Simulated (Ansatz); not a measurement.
## Molecular dynamics of BH3F (part 1 of 3)

- system: BH3F, multiplicity 2
- method: UKS CAM-B3LYP-D4/def2-SVP (Ansatz 0.2.0)

It belongs to a series of runs on one base structure; here: dynamics from the highest image of the converged band. Figures and captions count atoms from 1; the log counts them from 0 in places.

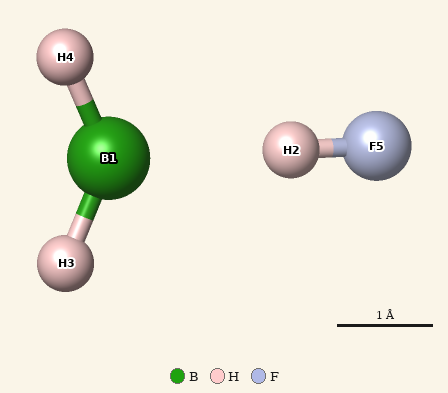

**Figure 1.** The structure as given in the input (ball-and-stick view, seen at a tilt; atoms are numbered from 1 in the order of the input). Bond lengths as drawn: B–H 1.20 Å and F–H 0.94 Å.

## Summary

- outcome: finished
- mean temperature over the second half: 340 K
- trajectory: 200 steps, 100 fs
- ensemble: nve
- temperature in the input: 100.0 K
- time step: 0.5 fs
- potential energy (last step): −3434.8968 eV
- mean-field energy (last step): −3434.8709 eV
- ⟨S²⟩ (last step): 0.751
- largest force (length of the vector) (last step): 0.630 eV/Å
- hardware: 2 threads of Arm Neoverse V1, 24 GiB of memory available, shared host
- wall time: 2.2 min (CPU time 4.2 min)
- peak memory: 0.096 GiB

## Remarks

So short a trajectory is not equilibrated.

## Input
```yaml
crystal:
  periodic: [false, false, false]
  atoms:
    - { symbol: B, position_ang: [-0.00079, -0.000947, -0.214134] }
    - { symbol: H, position_ang: [-0.001539, -0.013586, 1.778243] }
    - { symbol: H, position_ang: [1.100406, 0.005395, -0.685171] }
    - { symbol: H, position_ang: [-1.100484, 0.003961, -0.688702] }
    - { symbol: F, position_ang: [0.002407, 0.005177, 2.719764] }
magnetization:
  spin_polarized: true
  initial_magnetization: 1
basis:
  gaussian: { orbitals: def2-SVP }
hamiltonian:
  xc: cam_b3lyp
  dispersion: d4
md:
  timestep: 0.5
  n_steps: 200
  ensemble: nve
  temperature: 100.0
  initial_velocities: maxwell_boltzmann
  seed: 10321
```

Command:
```bash
ansatz run input.yaml --threads 2 --pin off --max-ram 3072MiB --backend cpu --events-out ev --progress --plain --runs-dir out
```

## Log
```
Engine: ansatz 0.2.0, aarch64-unknown-linux-gnu
Functional definition: CAM-B3LYP
  parameter alpha = 0.19
  parameter beta = 0.46
  parameter omega = 0.33/bohr
  parameter ac = 0.81
  exchange = (1 - alpha - beta)*b88_x + beta*b88_x_sr(omega) + alpha*exact_x + beta*exact_x_lr(omega)
  correlation = (1 - ac)*vwn5_c + ac*lyp_c
466 factors; integrals over basis functions are off by at most 4.2e-4 eV
139 factors; integrals over basis functions are off by at most 5.5e-6 eV
mean field evaluation 1: about -3433.1184 eV, gradient 2.1e1 eV
mean field evaluation 2: about -3432.9468 eV, gradient 2.5e1 eV
mean field evaluation 4: about -3434.6585 eV, gradient 2.3e-1 eV
mean field evaluation 8: about -3434.6669 eV, gradient 5.1e-3 eV
mean field evaluation 16: about -3434.6669 eV, gradient 2.4e-5 eV
mean field -3434.66687280 eV, -126.2216794747 hartree, gradient 2.4e-5 eV, S^2 0.751707; 2 other end points of the search recorded, 0 dependent functions left out
the calculation of the forces begins
reference -3434.66695394 eV, -126.2216824566 hartree; 9, 8 occupied and 34, 35 virtual orbitals, 466 factors
md step     0: t =     0.00 fs  T =   100.0 K  F+E_penalty+E_count = -3434.69045439 eV  E_kin = 0.038778 eV  conserved = -3434.65167639 eV  (39 SCF iters)
these checks for a lower state are left out or cut short: starts, cluster_reference, orbital_swaps, neighbouring_geometries, increment
466 factors; integrals over basis functions are off by at most 4.3e-4 eV
139 factors; integrals over basis functions are off by at most 5.5e-6 eV
mean field -3434.66452069 eV, -126.2215930362 hartree, gradient 1.0e-5 eV, S^2 0.751752; 0 other end points of the search recorded, 0 dependent functions left out
the calculation of the forces begins
reference -3434.66460183 eV, -126.2215960181 hartree; 9, 8 occupied and 34, 35 virtual orbitals, 466 factors
md step     1: t =     0.50 fs  T =    94.2 K  F+E_penalty+E_count = -3434.68811626 eV  E_kin = 0.036515 eV  conserved = -3434.65160111 eV  (30 SCF iters)
[... from here on the SCF iterations and repeated set-up lines of each step are left out, up to the last step ...]
md step     2: t =     1.00 fs  T =    78.9 K  F+E_penalty+E_count = -3434.68203944 eV  E_kin = 0.030587 eV  conserved = -3434.65145227 eV  (30 SCF iters)
md step     3: t =     1.50 fs  T =    59.8 K  F+E_penalty+E_count = -3434.67449340 eV  E_kin = 0.023204 eV  conserved = -3434.65128901 eV  (29 SCF iters)
md step     4: t =     2.00 fs  T =    43.5 K  F+E_penalty+E_count = -3434.66801748 eV  E_kin = 0.016855 eV  conserved = -3434.65116228 eV  (29 SCF iters)
md step     5: t =     2.50 fs  T =    34.8 K  F+E_penalty+E_count = -3434.66460316 eV  E_kin = 0.013498 eV  conserved = -3434.65110513 eV  (30 SCF iters)
md step     6: t =     3.00 fs  T =    36.2 K  F+E_penalty+E_count = -3434.66515300 eV  E_kin = 0.014023 eV  conserved = -3434.65113029 eV  (30 SCF iters)
md step     7: t =     3.50 fs  T =    46.5 K  F+E_penalty+E_count = -3434.66927117 eV  E_kin = 0.018042 eV  conserved = -3434.65122958 eV  (29 SCF iters)
md step     8: t =     4.00 fs  T =    62.0 K  F+E_penalty+E_count = -3434.67540207 eV  E_kin = 0.024029 eV  conserved = -3434.65137311 eV  (30 SCF iters)
md step     9: t =     4.50 fs  T =    76.9 K  F+E_penalty+E_count = -3434.68131975 eV  E_kin = 0.029808 eV  conserved = -3434.65151189 eV  (32 SCF iters)
md step    10: t =     5.00 fs  T =    85.9 K  F+E_penalty+E_count = -3434.68490912 eV  E_kin = 0.033319 eV  conserved = -3434.65158982 eV  (30 SCF iters)
md step    11: t =     5.50 fs  T =    86.3 K  F+E_penalty+E_count = -3434.68503027 eV  E_kin = 0.033461 eV  conserved = -3434.65156898 eV  (31 SCF iters)
md step    12: t =     6.00 fs  T =    79.0 K  F+E_penalty+E_count = -3434.68207353 eV  E_kin = 0.030615 eV  conserved = -3434.65145820 eV  (31 SCF iters)
md step    13: t =     6.50 fs  T =    68.3 K  F+E_penalty+E_count = -3434.67778986 eV  E_kin = 0.026470 eV  conserved = -3434.65131991 eV  (30 SCF iters)
md step    14: t =     7.00 fs  T =    59.5 K  F+E_penalty+E_count = -3434.67432693 eV  E_kin = 0.023091 eV  conserved = -3434.65123544 eV  (29 SCF iters)
md step    15: t =     7.50 fs  T =    56.1 K  F+E_penalty+E_count = -3434.67300637 eV  E_kin = 0.021760 eV  conserved = -3434.65124660 eV  (29 SCF iters)
md step    16: t =     8.00 fs  T =    57.7 K  F+E_penalty+E_count = -3434.67369348 eV  E_kin = 0.022367 eV  conserved = -3434.65132672 eV  (29 SCF iters)
md step    17: t =     8.50 fs  T =    61.3 K  F+E_penalty+E_count = -3434.67517788 eV  E_kin = 0.023768 eV  conserved = -3434.65140973 eV  (29 SCF iters)
md step    18: t =     9.00 fs  T =    63.7 K  F+E_penalty+E_count = -3434.67615573 eV  E_kin = 0.024712 eV  conserved = -3434.65144416 eV  (29 SCF iters)
md step    19: t =     9.50 fs  T =    63.4 K  F+E_penalty+E_count = -3434.67602549 eV  E_kin = 0.024603 eV  conserved = -3434.65142206 eV  (31 SCF iters)
md step    20: t =    10.00 fs  T =    61.1 K  F+E_penalty+E_count = -3434.67505066 eV  E_kin = 0.023682 eV  conserved = -3434.65136859 eV  (30 SCF iters)
md step    21: t =    10.50 fs  T =    58.5 K  F+E_penalty+E_count = -3434.67400779 eV  E_kin = 0.022692 eV  conserved = -3434.65131606 eV  (29 SCF iters)
md step    22: t =    11.00 fs  T =    57.8 K  F+E_penalty+E_count = -3434.67369341 eV  E_kin = 0.022407 eV  conserved = -3434.65128649 eV  (29 SCF iters)
md step    23: t =    11.50 fs  T =    60.0 K  F+E_penalty+E_count = -3434.67456329 eV  E_kin = 0.023275 eV  conserved = -3434.65128866 eV  (28 SCF iters)
md step    24: t =    12.00 fs  T =    65.1 K  F+E_penalty+E_count = -3434.67657262 eV  E_kin = 0.025250 eV  conserved = -3434.65132227 eV  (29 SCF iters)
md step    25: t =    12.50 fs  T =    71.7 K  F+E_penalty+E_count = -3434.67917161 eV  E_kin = 0.027791 eV  conserved = -3434.65138084 eV  (39 SCF iters)
md step    26: t =    13.00 fs  T =    77.3 K  F+E_penalty+E_count = -3434.68141900 eV  E_kin = 0.029969 eV  conserved = -3434.65144995 eV  (31 SCF iters)
md step    27: t =    13.50 fs  T =    79.2 K  F+E_penalty+E_count = -3434.68223326 eV  E_kin = 0.030729 eV  conserved = -3434.65150404 eV  (30 SCF iters)
md step    28: t =    14.00 fs  T =    75.6 K  F+E_penalty+E_count = -3434.68081196 eV  E_kin = 0.029302 eV  conserved = -3434.65150951 eV  (30 SCF iters)
md step    29: t =    14.50 fs  T =    66.3 K  F+E_penalty+E_count = -3434.67714937 eV  E_kin = 0.025708 eV  conserved = -3434.65144104 eV  (30 SCF iters)
md step    30: t =    15.00 fs  T =    54.4 K  F+E_penalty+E_count = -3434.67239216 eV  E_kin = 0.021085 eV  conserved = -3434.65130762 eV  (30 SCF iters)
md step    31: t =    15.50 fs  T =    45.1 K  F+E_penalty+E_count = -3434.66865308 eV  E_kin = 0.017486 eV  conserved = -3434.65116718 eV  (29 SCF iters)
md step    32: t =    16.00 fs  T =    43.8 K  F+E_penalty+E_count = -3434.66810007 eV  E_kin = 0.016997 eV  conserved = -3434.65110333 eV  (29 SCF iters)
md step    33: t =    16.50 fs  T =    52.9 K  F+E_penalty+E_count = -3434.67169461 eV  E_kin = 0.020527 eV  conserved = -3434.65116810 eV  (29 SCF iters)
md step    34: t =    17.00 fs  T =    69.9 K  F+E_penalty+E_count = -3434.67842763 eV  E_kin = 0.027091 eV  conserved = -3434.65133699 eV  (29 SCF iters)
md step    35: t =    17.50 fs  T =    88.1 K  F+E_penalty+E_count = -3434.68569415 eV  E_kin = 0.034171 eV  conserved = -3434.65152294 eV  (29 SCF iters)
md step    36: t =    18.00 fs  T =   100.5 K  F+E_penalty+E_count = -3434.69060304 eV  E_kin = 0.038967 eV  conserved = -3434.65163625 eV  (29 SCF iters)
md step    37: t =    18.50 fs  T =   102.4 K  F+E_penalty+E_count = -3434.69135197 eV  E_kin = 0.039717 eV  conserved = -3434.65163476 eV  (34 SCF iters)
md step    38: t =    19.00 fs  T =    93.8 K  F+E_penalty+E_count = -3434.68790705 eV  E_kin = 0.036375 eV  conserved = -3434.65153249 eV  (31 SCF iters)
md step    39: t =    19.50 fs  T =    78.5 K  F+E_penalty+E_count = -3434.68182319 eV  E_kin = 0.030446 eV  conserved = -3434.65137758 eV  (29 SCF iters)
md step    40: t =    20.00 fs  T =    62.6 K  F+E_penalty+E_count = -3434.67551053 eV  E_kin = 0.024284 eV  conserved = -3434.65122617 eV  (29 SCF iters)
md step    41: t =    20.50 fs  T =    52.1 K  F+E_penalty+E_count = -3434.67134756 eV  E_kin = 0.020222 eV  conserved = -3434.65112551 eV  (29 SCF iters)
md step    42: t =    21.00 fs  T =    51.1 K  F+E_penalty+E_count = -3434.67091993 eV  E_kin = 0.019814 eV  conserved = -3434.65110561 eV  (29 SCF iters)
md step    43: t =    21.50 fs  T =    60.2 K  F+E_penalty+E_count = -3434.67453701 eV  E_kin = 0.023363 eV  conserved = -3434.65117421 eV  (29 SCF iters)
md step    44: t =    22.00 fs  T =    76.9 K  F+E_penalty+E_count = -3434.68111610 eV  E_kin = 0.029804 eV  conserved = -3434.65131254 eV  (29 SCF iters)
md step    45: t =    22.50 fs  T =    95.5 K  F+E_penalty+E_count = -3434.68849340 eV  E_kin = 0.037018 eV  conserved = -3434.65147541 eV  (29 SCF iters)
md step    46: t =    23.00 fs  T =   109.7 K  F+E_penalty+E_count = -3434.69415075 eV  E_kin = 0.042551 eV  conserved = -3434.65159960 eV  (36 SCF iters)
md step    47: t =    23.50 fs  T =   115.0 K  F+E_penalty+E_count = -3434.69620364 eV  E_kin = 0.044577 eV  conserved = -3434.65162634 eV  (35 SCF iters)
md step    48: t =    24.00 fs  T =   110.3 K  F+E_penalty+E_count = -3434.69428974 eV  E_kin = 0.042755 eV  conserved = -3434.65153435 eV  (35 SCF iters)
md step    49: t =    24.50 fs  T =    99.3 K  F+E_penalty+E_count = -3434.68985883 eV  E_kin = 0.038494 eV  conserved = -3434.65136492 eV  (30 SCF iters)
md step    50: t =    25.00 fs  T =    88.5 K  F+E_penalty+E_count = -3434.68551610 eV  E_kin = 0.034306 eV  conserved = -3434.65120980 eV  (29 SCF iters)
md step    51: t =    25.50 fs  T =    83.7 K  F+E_penalty+E_count = -3434.68362792 eV  E_kin = 0.032472 eV  conserved = -3434.65115594 eV  (39 SCF iters)
md step    52: t =    26.00 fs  T =    87.2 K  F+E_penalty+E_count = -3434.68502612 eV  E_kin = 0.033803 eV  conserved = -3434.65122336 eV  (29 SCF iters)
md step    53: t =    26.50 fs  T =    96.3 K  F+E_penalty+E_count = -3434.68870316 eV  E_kin = 0.037348 eV  conserved = -3434.65135536 eV  (29 SCF iters)
md step    54: t =    27.00 fs  T =   106.2 K  F+E_penalty+E_count = -3434.69264523 eV  E_kin = 0.041178 eV  conserved = -3434.65146768 eV  (35 SCF iters)
md step    55: t =    27.50 fs  T =   112.4 K  F+E_penalty+E_count = -3434.69510042 eV  E_kin = 0.043594 eV  conserved = -3434.65150625 eV  (35 SCF iters)
md step    56: t =    28.00 fs  T =   113.4 K  F+E_penalty+E_count = -3434.69542452 eV  E_kin = 0.043956 eV  conserved = -3434.65146863 eV  (34 SCF iters)
md step    57: t =    28.50 fs  T =   110.3 K  F+E_penalty+E_count = -3434.69415662 eV  E_kin = 0.042769 eV  conserved = -3434.65138800 eV  (35 SCF iters)
md step    58: t =    29.00 fs  T =   106.3 K  F+E_penalty+E_count = -3434.69253169 eV  E_kin = 0.041225 eV  conserved = -3434.65130648 eV  (29 SCF iters)
md step    59: t =    29.50 fs  T =   104.6 K  F+E_penalty+E_count = -3434.69182676 eV  E_kin = 0.040570 eV  conserved = -3434.65125672 eV  (28 SCF iters)
md step    60: t =    30.00 fs  T =   107.2 K  F+E_penalty+E_count = -3434.69283283 eV  E_kin = 0.041577 eV  conserved = -3434.65125573 eV  (28 SCF iters)
md step    61: t =    30.50 fs  T =   114.2 K  F+E_penalty+E_count = -3434.69557244 eV  E_kin = 0.044268 eV  conserved = -3434.65130422 eV  (29 SCF iters)
md step    62: t =    31.00 fs  T =   123.5 K  F+E_penalty+E_count = -3434.69928395 eV  E_kin = 0.047897 eV  conserved = -3434.65138738 eV  (29 SCF iters)
md step    63: t =    31.50 fs  T =   132.0 K  F+E_penalty+E_count = -3434.70266682 eV  E_kin = 0.051192 eV  conserved = -3434.65147503 eV  (34 SCF iters)
md step    64: t =    32.00 fs  T =   136.3 K  F+E_penalty+E_count = -3434.70437245 eV  E_kin = 0.052847 eV  conserved = -3434.65152580 eV  (34 SCF iters)
md step    65: t =    32.50 fs  T =   134.5 K  F+E_penalty+E_count = -3434.70365486 eV  E_kin = 0.052153 eV  conserved = -3434.65150171 eV  (34 SCF iters)
md step    66: t =    33.00 fs  T =   127.8 K  F+E_penalty+E_count = -3434.70093890 eV  E_kin = 0.049545 eV  conserved = -3434.65139429 eV  (34 SCF iters)
md step    67: t =    33.50 fs  T =   120.3 K  F+E_penalty+E_count = -3434.69791039 eV  E_kin = 0.046663 eV  conserved = -3434.65124749 eV  (34 SCF iters)
md step    68: t =    34.00 fs  T =   117.8 K  F+E_penalty+E_count = -3434.69681491 eV  E_kin = 0.045667 eV  conserved = -3434.65114768 eV  (29 SCF iters)
md step    69: t =    34.50 fs  T =   123.7 K  F+E_penalty+E_count = -3434.69914862 eV  E_kin = 0.047979 eV  conserved = -3434.65116990 eV  (28 SCF iters)
md step    70: t =    35.00 fs  T =   137.3 K  F+E_penalty+E_count = -3434.70455417 eV  E_kin = 0.053239 eV  conserved = -3434.65131539 eV  (29 SCF iters)
md step    71: t =    35.50 fs  T =   153.0 K  F+E_penalty+E_count = -3434.71081573 eV  E_kin = 0.059312 eV  conserved = -3434.65150354 eV  (34 SCF iters)
md step    72: t =    36.00 fs  T =   163.6 K  F+E_penalty+E_count = -3434.71506257 eV  E_kin = 0.063433 eV  conserved = -3434.65162987 eV  (33 SCF iters)
md step    73: t =    36.50 fs  T =   164.3 K  F+E_penalty+E_count = -3434.71534539 eV  E_kin = 0.063711 eV  conserved = -3434.65163426 eV  (34 SCF iters)
md step    74: t =    37.00 fs  T =   154.8 K  F+E_penalty+E_count = -3434.71157311 eV  E_kin = 0.060047 eV  conserved = -3434.65152587 eV  (33 SCF iters)
md step    75: t =    37.50 fs  T =   139.4 K  F+E_penalty+E_count = -3434.70540901 eV  E_kin = 0.054047 eV  conserved = -3434.65136179 eV  (34 SCF iters)
md step    76: t =    38.00 fs  T =   124.3 K  F+E_penalty+E_count = -3434.69941259 eV  E_kin = 0.048202 eV  conserved = -3434.65121019 eV  (42 SCF iters)
md step    77: t =    38.50 fs  T =   115.7 K  F+E_penalty+E_count = -3434.69597330 eV  E_kin = 0.044849 eV  conserved = -3434.65112394 eV  (29 SCF iters)
md step    78: t =    39.00 fs  T =   116.9 K  F+E_penalty+E_count = -3434.69646048 eV  E_kin = 0.045331 eV  conserved = -3434.65112939 eV  (29 SCF iters)
md step    79: t =    39.50 fs  T =   127.8 K  F+E_penalty+E_count = -3434.70079040 eV  E_kin = 0.049566 eV  conserved = -3434.65122439 eV  (29 SCF iters)
md step    80: t =    40.00 fs  T =   144.6 K  F+E_penalty+E_count = -3434.70745899 eV  E_kin = 0.056080 eV  conserved = -3434.65137937 eV  (29 SCF iters)
md step    81: t =    40.50 fs  T =   161.1 K  F+E_penalty+E_count = -3434.71402603 eV  E_kin = 0.062486 eV  conserved = -3434.65154026 eV  (33 SCF iters)
md step    82: t =    41.00 fs  T =   171.1 K  F+E_penalty+E_count = -3434.71798663 eV  E_kin = 0.066347 eV  conserved = -3434.65163918 eV  (33 SCF iters)
md step    83: t =    41.50 fs  T =   170.8 K  F+E_penalty+E_count = -3434.71783545 eV  E_kin = 0.066215 eV  conserved = -3434.65162041 eV  (34 SCF iters)
md step    84: t =    42.00 fs  T =   161.0 K  F+E_penalty+E_count = -3434.71390174 eV  E_kin = 0.062423 eV  conserved = -3434.65147871 eV  (34 SCF iters)
md step    85: t =    42.50 fs  T =   147.3 K  F+E_penalty+E_count = -3434.70838484 eV  E_kin = 0.057102 eV  conserved = -3434.65128258 eV  (34 SCF iters)
md step    86: t =    43.00 fs  T =   137.0 K  F+E_penalty+E_count = -3434.70428225 eV  E_kin = 0.053136 eV  conserved = -3434.65114628 eV  (29 SCF iters)
md step    87: t =    43.50 fs  T =   135.4 K  F+E_penalty+E_count = -3434.70367104 eV  E_kin = 0.052520 eV  conserved = -3434.65115091 eV  (29 SCF iters)
md step    88: t =    44.00 fs  T =   142.4 K  F+E_penalty+E_count = -3434.70650358 eV  E_kin = 0.055222 eV  conserved = -3434.65128114 eV  (29 SCF iters)
md step    89: t =    44.50 fs  T =   153.1 K  F+E_penalty+E_count = -3434.71082714 eV  E_kin = 0.059385 eV  conserved = -3434.65144228 eV  (34 SCF iters)
md step    90: t =    45.00 fs  T =   161.6 K  F+E_penalty+E_count = -3434.71418571 eV  E_kin = 0.062648 eV  conserved = -3434.65153812 eV  (34 SCF iters)
md step    91: t =    45.50 fs  T =   163.9 K  F+E_penalty+E_count = -3434.71507994 eV  E_kin = 0.063548 eV  conserved = -3434.65153211 eV  (34 SCF iters)
md step    92: t =    46.00 fs  T =   160.2 K  F+E_penalty+E_count = -3434.71356680 eV  E_kin = 0.062117 eV  conserved = -3434.65144968 eV  (33 SCF iters)
md step    93: t =    46.50 fs  T =   153.6 K  F+E_penalty+E_count = -3434.71091084 eV  E_kin = 0.059566 eV  conserved = -3434.65134462 eV  (34 SCF iters)
md step    94: t =    47.00 fs  T =   148.3 K  F+E_penalty+E_count = -3434.70876332 eV  E_kin = 0.057497 eV  conserved = -3434.65126618 eV  (29 SCF iters)
md step    95: t =    47.50 fs  T =   147.3 K  F+E_penalty+E_count = -3434.70837320 eV  E_kin = 0.057129 eV  conserved = -3434.65124432 eV  (29 SCF iters)
md step    96: t =    48.00 fs  T =   151.6 K  F+E_penalty+E_count = -3434.71009269 eV  E_kin = 0.058806 eV  conserved = -3434.65128686 eV  (29 SCF iters)
md step    97: t =    48.50 fs  T =   159.5 K  F+E_penalty+E_count = -3434.71324584 eV  E_kin = 0.061866 eV  conserved = -3434.65137986 eV  (29 SCF iters)
md step    98: t =    49.00 fs  T =   167.3 K  F+E_penalty+E_count = -3434.71636502 eV  E_kin = 0.064878 eV  conserved = -3434.65148689 eV  (34 SCF iters)
md step    99: t =    49.50 fs  T =   170.8 K  F+E_penalty+E_count = -3434.71779150 eV  E_kin = 0.066238 eV  conserved = -3434.65155322 eV  (34 SCF iters)
md step   100: t =    50.00 fs  T =   167.7 K  F+E_penalty+E_count = -3434.71654155 eV  E_kin = 0.065015 eV  conserved = -3434.65152624 eV  (35 SCF iters)
md step   101: t =    50.50 fs  T =   159.1 K  F+E_penalty+E_count = -3434.71309440 eV  E_kin = 0.061700 eV  conserved = -3434.65139437 eV  (36 SCF iters)
md step   102: t =    51.00 fs  T =   150.3 K  F+E_penalty+E_count = -3434.70951379 eV  E_kin = 0.058295 eV  conserved = -3434.65121912 eV  (34 SCF iters)
md step   103: t =    51.50 fs  T =   147.9 K  F+E_penalty+E_count = -3434.70846754 eV  E_kin = 0.057352 eV  conserved = -3434.65111596 eV  (40 SCF iters)
```
